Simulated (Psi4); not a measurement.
# A workflow on CH3BO (Borane carbonyl)

Aim: a geometry optimisation (SVWN-RPA/def2-SVP), then vibrational wavenumbers, then a single-point energy (MP2-F12/cc-pVDZ-F12) of CH3BO (Borane carbonyl). 

The results are computed with Psi4 1.11.

### 1 The structure to begin with

The species is CH3BO (6 atoms), meant as a singlet with charge 0. As SMILES, `[BH3-]C#[O+]`. The shape is that of a GFN2-xTB optimisation. The run starts from this shape.

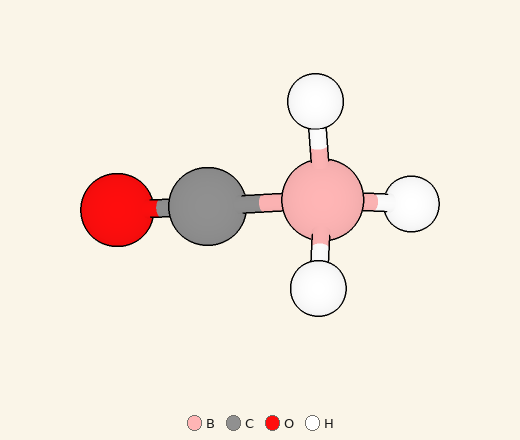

Viewed from a chosen angle; boron pink, carbon grey, oxygen red, hydrogen white.

### 2 A structure relaxation at SVWN-RPA/def2-SVP (density fitting) (run 1)

The input, ch3bo.py:

```python
import psi4

psi4.set_memory('1600 MB')
psi4.set_num_threads(1)
psi4.core.set_output_file('ch3bo.out', False)

m = psi4.geometry("""
0 1
B     -0.267820     0.395530    -0.192970
C      0.482140    -0.749160     0.351570
O      1.081050    -1.621230     0.782350
H     -1.421210     0.151210    -0.065180
H      0.052740     0.493160    -1.331590
H      0.073090     1.330480     0.455820
symmetry c1
""")

psi4.set_options({
    'basis': 'def2-SVP',
    'geom_maxiter': 60,
})

e_tot, wfn = psi4.optimize('svwn', return_wfn=True)
print(f'svwn energy: {e_tot:.10f} Eh')
m.save_xyz_file('final.xyz', False)
```

Launch:

```
$ python ch3bo.py
```

ch3bo.out:

```text
[...]
  Running in c1 symmetry.
[...]
  Nuclear repulsion =   57.083946016465987
[...]
  Multiplicity = 1
[...]
  Nalpha       = 11
  Nbeta        = 11
[...]
    Number of basis functions: 57
[...]
   @DF-RKS iter   1:  -138.83991899904711   -1.84395e-01   1.03692e-02 ADIIS/DIIS
[...]
   @DF-RKS iter   7:  -139.09193066824267   -8.15703e-12   2.53048e-09 DIIS
[...]
    Orbital Energies [Eh]
    ---------------------
    Doubly Occupied:
       1A    -18.749651     2A     -9.963910     3A     -6.414740
       4A     -1.089628     5A     -0.604329     6A     -0.513523
       7A     -0.477397     8A     -0.477391     9A     -0.371635
      10A     -0.320573    11A     -0.320480
[...]
  @DF-RKS Final Energy:  -139.09193066824267
   => Energetics <=
    Nuclear Repulsion Energy =             56.6278153303472394
    One-Electron Energy =                -300.2418020216861692
    Two-Electron Energy =                 122.7686576201924140
    DFT Exchange-Correlation Energy =     -18.2466015970961379
    Empirical Dispersion Energy =           0.0000000000000000
    VV10 Nonlocal Energy =                  0.0000000000000000
    Total Energy =                       -139.0919306682426679
[...]
 Multipole Moments:
 ------------------------------------------------------------------------------------
     Multipole            Electronic (a.u.)      Nuclear  (a.u.)        Total (a.u.)
 ------------------------------------------------------------------------------------
 L = 1.  Multiply by 2.5417464519 to convert [e a0] to [Debye]
 Dipole X            :          2.0041984           -1.7914762            0.2127222
 Dipole Y            :         -3.0639515            2.7391271           -0.3248244
 Dipole Z            :          1.4568525           -1.3022828            0.1545697
 Magnitude           :                                                    0.4179155
[...]
  -Total Gradient:
     Atom            X                  Y                   Z
    ------   -----------------  -----------------  -----------------
       1       -0.000052165540    -0.000012414696    -0.000025366533
       2        0.000010348403    -0.000007857855     0.000002893382
       3       -0.000008390231     0.000013163765    -0.000005020663
       4        0.000009429780     0.000007152068     0.000017889109
       5        0.000023797968     0.000018662328     0.000014487716
       6        0.000006753127    -0.000000334005    -0.000014179421
[...]
    Final optimized geometry and variables:
    Molecular point group: c1
    Full point group: C1
    Geometry (in Angstrom), charge = 0, multiplicity = 1:
    B           -0.712212859356     1.087792153622    -0.517563746718
    C            0.042937418304    -0.065811697709     0.031235704819
    O            0.624263851654    -0.953487270974     0.453654744146
    H           -1.898105340700     0.804354589295    -0.374596032835
    H           -0.375388975103     1.172166869459    -1.695124287743
    H           -0.365185109623     2.056769782441     0.151748485678
[...]
```

Standard output:

```text
Some dependencies such as QCElemental have not yet finished migration to pydantic v2. If issues are encountered please downgrade pydantic or upgrade QCElemental as appropriate
	Previous geometry is closer to target in internal coordinates, so using that one.

	Best geometry has RMS(Delta(q)) = 3.29e-07

	Previous geometry is closer to target in internal coordinates, so using that one.

	Best geometry has RMS(Delta(q)) = 3.98e-08

Optimizer: Optimization complete!
svwn energy: -139.0919306682 Eh
```

Wall time 10 s (1 thread of Intel Xeon 6975P-C (Granite Rapids), shared host); peak memory 0.3 GiB.

The path in brief:

```tsv
step	energy from the first frame kept (eV)	largest force (eV/Å)
0	0.0000	0.9478
1	-0.0569	0.0851
2	-0.0578	0.0485
3	-0.0580	0.0155
4	-0.0581	0.0163
5	-0.0581	0.0144
6	-0.0581	0.0030
```

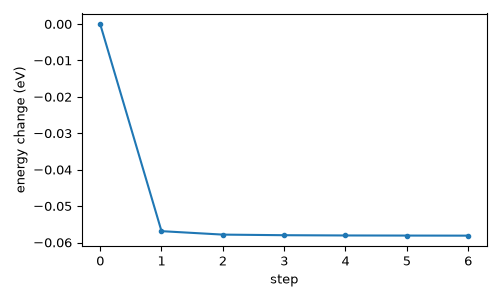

Energy along the run.

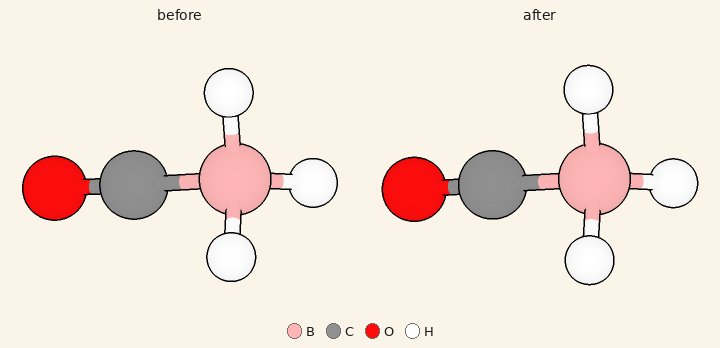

Before and after, at one scale.

After the run. Bond lengths: B1–C2 1.484 Å, C2–O3 1.142 Å, B1–H4 1.228 Å, B1–H5 1.228 Å, B1–H6 1.228 Å. Angles: B1–C2–O3 180.0°, C2–B1–H4 105.6°, C2–B1–H5 105.6°, C2–B1–H6 105.6°, H4–B1–H5 113.1°, H4–B1–H6 113.1°, H5–B1–H6 113.0°.

### 3 Vibrational wavenumbers at SVWN-RPA/def2-SVP (density fitting) (run 2)

The input, job.dat:

```
memory 1600 MB

molecule {
  0 1
  B     -0.264343     0.407847    -0.192548
  C      0.490808    -0.745757     0.356252
  O      1.072134    -1.633433     0.778671
  H     -1.450235     0.124409    -0.049580
  H      0.072481     0.492221    -1.370108
  H      0.082685     1.376824     0.476765
  units angstrom
}

set globals {
  basis def2-SVP
  reference rks
  t 298.15
  rotational_symmetry_number 3
}

e_tot, wfn = frequency('svwn', return_wfn=True)
print_variables()
```

Launch:

```
$ psi4 job.dat job.out -n 1
```

job.out, shortened:

```text
[...]
  Running in c1 symmetry.
[...]
  Nuclear repulsion =   56.627808034073489
[...]
  Multiplicity = 1
[...]
  Nalpha       = 11
  Nbeta        = 11
[...]
    Number of basis functions: 57
[...]
   @DF-RKS iter   1:  -138.85514486605393   -2.20707e-01   1.01321e-02 ADIIS/DIIS
[...]
  -Total Gradient:
     Atom            X                  Y                   Z
    ------   -----------------  -----------------  -----------------
       1       -0.000052494490    -0.000012110434    -0.000025738514
       2        0.000010487538    -0.000007785696     0.000002952352
       3       -0.000008279298     0.000012870264    -0.000004924096
       4        0.000009550237     0.000007183810     0.000017867544
       5        0.000023741294     0.000018602608     0.000014688498
       6        0.000006769369    -0.000000386952    -0.000014141624
[...]
   @DF-RKS iter  11:  -139.09193066809632   -5.68434e-13   6.27271e-09 DIIS
[...]
    Orbital Energies [Eh]
    ---------------------
    Doubly Occupied:
[...]
  @DF-RKS Final Energy:  -139.09193066809632
   => Energetics <=
    Nuclear Repulsion Energy =             56.6278080340734888
    One-Electron Energy =                -300.2417867827567193
    Two-Electron Energy =                 122.7686495013946626
    DFT Exchange-Correlation Energy =     -18.2466014208077709
    Empirical Dispersion Energy =           0.0000000000000000
    VV10 Nonlocal Energy =                  0.0000000000000000
    Total Energy =                       -139.0919306680963246
[...]
 Multipole Moments:
[...]
  ==> Harmonic Vibrational Analysis <==
[...]
  Freq [cm^-1]                 276.9308            277.5365            739.1004
[...]
  IR activ [km/mol]             1.1646              1.1702             12.5730
[...]
  Freq [cm^-1]                 739.3221            815.5595            997.8152
[...]
  IR activ [km/mol]            12.5564              9.3601              1.2121
[...]
  Freq [cm^-1]                 998.0269           1033.9607           2219.3557
[...]
  IR activ [km/mol]             1.2074             14.1240             498.9512
[...]
  Freq [cm^-1]                2405.9106           2505.8870           2506.3811
[...]
  IR activ [km/mol]             3.4470             10.6164             10.6089
[...]
  Total E_0, Enthalpy at 0 [K]                                                         -139.05658311 [Eh]
[...]
  Total H, Enthalpy at  298.15 [K]                                                     -139.05153079 [Eh]
[...]
```

The script printed:

```text
Warning: used thermodynamics relations inappropriate for low-frequency modes: ['276.9308' '277.5365']
```

Wall time 20 s (1 thread of Intel Xeon 6975P-C (Granite Rapids), shared host); peak memory 0.3 GiB.

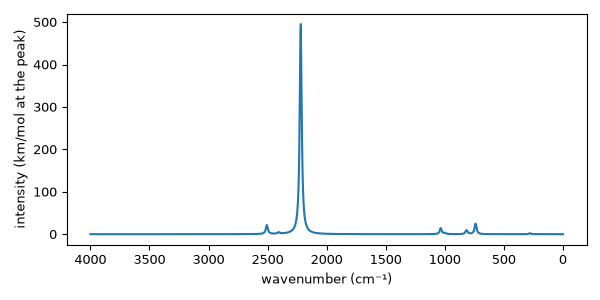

Harmonic infrared spectrum, unscaled, lines broadened by 10 cm⁻¹.

### 4 A single-point energy at MP2-F12/cc-pVDZ-F12 (density fitting, density fitting for correlation) (run 3)

The input, run.py:

```python
import psi4

psi4.set_memory('1600 MB')
psi4.set_num_threads(1)
psi4.core.set_output_file('psi4.out', False)

mol = psi4.geometry("""
0 1
B     -0.264343     0.407847    -0.192548
C      0.490808    -0.745757     0.356252
O      1.072134    -1.633433     0.778671
H     -1.450235     0.124409    -0.049580
H      0.072481     0.492221    -1.370108
H      0.082685     1.376824     0.476765
symmetry c1
""")

psi4.set_options({
    'basis': 'cc-pVDZ-F12',
    'reference': 'rhf',
    'freeze_core': True,
})

E = psi4.energy('mp2-f12', molecule=mol)
print('E =', round(E, 9))
```

Launch:

```
$ python run.py
```

psi4.out:

```text
[...]
  Running in c1 symmetry.
[...]
  Nuclear repulsion =   56.627808034073489
[...]
  Multiplicity = 1
[...]
  Nalpha       = 11
  Nbeta        = 11
[...]
    Number of basis functions: 117
[...]
   @DF-RHF iter   1:  -139.11476725745428   -9.40207e-01   2.95788e-03 DIIS/ADIIS
[...]
   @DF-RHF iter  11:  -139.18242030676703   -2.27374e-12   1.60333e-09 DIIS
[...]
    Orbital Energies [Eh]
    ---------------------
    Doubly Occupied:
       1A    -20.711277     2A    -11.440460     3A     -7.560740
       4A     -1.557807     5A     -0.913001     6A     -0.797488
       7A     -0.685882     8A     -0.685872     9A     -0.560623
      10A     -0.470155    11A     -0.470009
[...]
  @DF-RHF Final Energy:  -139.18242030676703
   => Energetics <=
    Nuclear Repulsion Energy =             56.6278080340734888
    One-Electron Energy =                -299.9138266473568137
    Two-Electron Energy =                 104.1035983065162895
    Total Energy =                       -139.1824203067670283
[...]
 Multipole Moments:
 ------------------------------------------------------------------------------------
     Multipole            Electronic (a.u.)      Nuclear  (a.u.)        Total (a.u.)
 ------------------------------------------------------------------------------------
 L = 1.  Multiply by 2.5417464519 to convert [e a0] to [Debye]
 Dipole X            :          2.0916466           -1.7914761            0.3001705
 Dipole Y            :         -3.1981013            2.7391260           -0.4589753
 Dipole Z            :          1.5204926           -1.3022820            0.2182105
 Magnitude           :                                                    0.5902343
[...]
```

Standard output:

```text
E = -139.750661182
```

Run time: 27 s. Hardware: 1 thread of Intel Xeon 6975P-C (Granite Rapids), shared host; peak memory 3 GiB.

### 5 Results

```
                                                                           quantity             value
                                  run 1, SVWN-RPA/def2-SVP: total energy at the end     -139.09193 Eh
                                            run 1, SVWN-RPA/def2-SVP: dipole moment            1.06 D
                                              run 1, SVWN-RPA/def2-SVP: HOMO energy          -8.72 eV
                                              run 1, SVWN-RPA/def2-SVP: LUMO energy          -3.06 eV
                                            run 1, SVWN-RPA/def2-SVP: HOMO–LUMO gap           5.66 eV
                               run 2, SVWN-RPA/def2-SVP: lowest harmonic wavenumber          277 cm⁻¹
                              run 2, SVWN-RPA/def2-SVP: highest harmonic wavenumber         2506 cm⁻¹
                                        run 2, SVWN-RPA/def2-SVP: zero-point energy       92.8 kJ/mol
run 2, SVWN-RPA/def2-SVP: ideal-gas entropy at 298.15 K (symmetry number 3 as used)  60.1 cal/(mol K)
                                           run 3, MP2-F12/cc-pVDZ-F12: total energy     -139.75066 Eh
                    run 3, MP2-F12/cc-pVDZ-F12: HOMO energy (Hartree–Fock orbitals)         -12.79 eV
                    run 3, MP2-F12/cc-pVDZ-F12: LUMO energy (Hartree–Fock orbitals)           1.02 eV
                  run 3, MP2-F12/cc-pVDZ-F12: HOMO–LUMO gap (Hartree–Fock orbitals)          13.81 eV
            run 3, MP2-F12/cc-pVDZ-F12: correlation energy (3 core orbitals frozen)        -560.1 mEh
```

In words: The optimisation (run 1, SVWN-RPA/def2-SVP) took 7 steps and changed the energy by -0.058 eV. All 12 modes (run 2, SVWN-RPA/def2-SVP) are real, so the shape is a minimum at this level.
